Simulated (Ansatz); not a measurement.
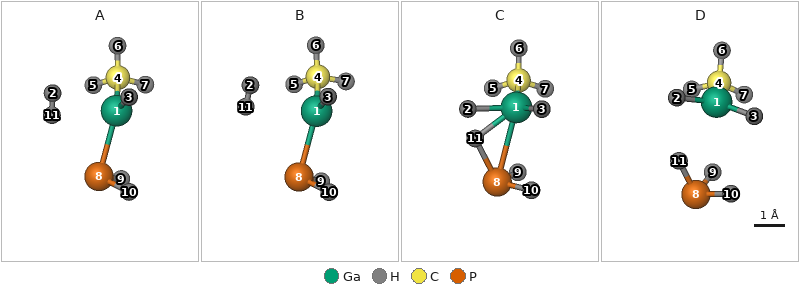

4 geometries from a converged minimum-energy path of CH8GaP, made up at the start of CH$_{5}$Ga and PH3, shuffled. Style: ball-and-stick. Shown from a free direction.

These are results of RKS PBE0-D4/def2-SVP (Ansatz), not measurements. Run with 9 movable images; climbing image; force threshold 0.05 eV/Å; iteration limit 55; starting path through a guess of the saddle point.

Which of them lies highest in energy?

C. In order along the path, whose images run from 0 to 10: D (image 1, +0.5 kJ/mol), C (image 5, +89.4 kJ/mol), A (image 8, −18.2 kJ/mol), B (image 9, −22.5 kJ/mol). Breaking: Ga1–H2 (1.58 → 1.73 at the top → 2.53 Å), P8–H11 (1.43 → 1.79 at the top → 3.18 Å). Forming: Ga1–P8 (3.38 → 2.67 at the top → 2.33 Å), H2–H11 (2.54 → 1.10 at the top → 0.76 Å).

Limits of the set-up: the start holds two separate molecules, 2.5 Å apart at their closest, whose relative position is a soft coordinate.

The run took 3.8 min on 2 threads of Arm Neoverse V2 (shared host), peak memory 0.23 GiB.
